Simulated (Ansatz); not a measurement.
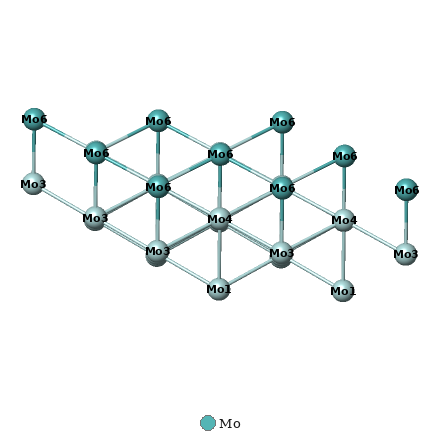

The system is Si on a Mo(111) slab cut from the Im-3m phase, its upper half relaxed before the scan (6 atoms of substrate and one adsorbate in a 1 × 1 cell); the picture shows it without the atoms that are moved over the map. Si is moved over the surface cell; relaxed at each place: the height of the adsorbate's atoms; substrate rigid; the origin of the map has the adsorbate above Mo6. Places are given modulo a cell vector. The map is drawn in real space over the plane of the surface. The scan uses a 9 × 9 grid; 19 points were computed and 62 follow by symmetry. All energies are given in eV relative to the lowest grid point. With one adsorbate in each 1 × 1 cell, its nearest image is 4.4 Å away, so neighbouring adsorbates interact. These are results of DFT PBEsol, scalar-relativistic, plane waves, PAW (Ansatz), not measurements. Settings: cutoff 420 eV, k-mesh 6×6×1, gaussian smearing 0.1 eV, no spin polarisation.

Range: position of Si7 along the first surface vector from 0.000 to 0.889; position of Si7 along the second surface vector from 0.000 to 0.889.

Q: What will the energy surface look like?

A: The lowest grid point is at a threefold hollow over a third-layer Mo atom, (6/9, 3/9) of the cell vectors. The highest grid point, the top site over a surface Mo atom, (0/9, 0/9) of the cell vectors, lies 3.65 eV above the lowest. On the interpolated surface the easiest way out of the lowest well to its copy in the next cell or period passes a barrier of about 1.8 eV. At the lowest point the adsorbate has 1 Mo at 2.45 Å as nearest neighbours, at the highest 1 Mo at 2.33 Å. Its relaxed height above the top atom is 0.87 Å at the lowest and 2.33 Å at the highest point.

```tsv
second ↓, first →	0/9	1/9	2/9	3/9	4/9	5/9	6/9	7/9	8/9
8/9	3.52	3.26	2.74	1.82	1.39	1.82	2.74	3.26	3.52
7/9	3.15	2.74	2.08	1.73	1.73	2.08	2.74	3.15	3.29
6/9	2.39	1.82	1.73	1.79	1.73	1.82	2.39	2.75	2.75
5/9	1.15	1.39	1.73	1.73	1.39	1.15	1.45	1.73	1.45
4/9	1.15	1.82	2.08	1.82	1.15	0.43	0.27	0.27	0.43
3/9	2.39	2.74	2.74	2.39	1.45	0.27	0.00	0.27	1.45
2/9	3.15	3.26	3.15	2.75	1.73	0.27	0.27	1.73	2.75
1/9	3.52	3.52	3.29	2.75	1.45	0.43	1.45	2.75	3.29
0/9	3.65	3.52	3.15	2.39	1.15	1.15	2.39	3.15	3.52
```

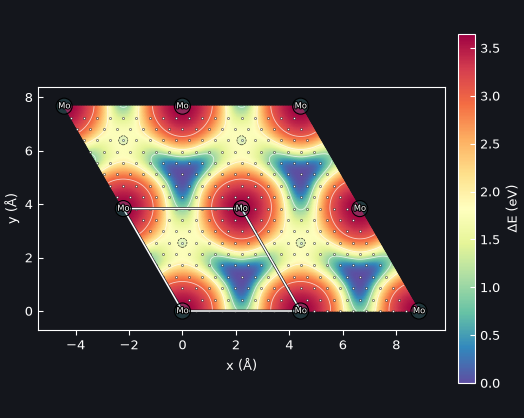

Drawn: a smooth colour map with a few white contour lines, dots at the grid points, labelled circles for the atoms of the top layer and small ones for the second layer, the outline of one cell of the 2 × 2 shown. Between grid points the surface is interpolated.

Each point was launched as `ansatz run input.yaml --threads 1 --pin off --max-ram 3072MiB --backend cpu --events-out ev --progress --plain --runs-dir out`. The whole map (19 points run) took 55 min on 1 thread of Arm Neoverse N1, on a shared host.

PAW datasets: the set soft_1.
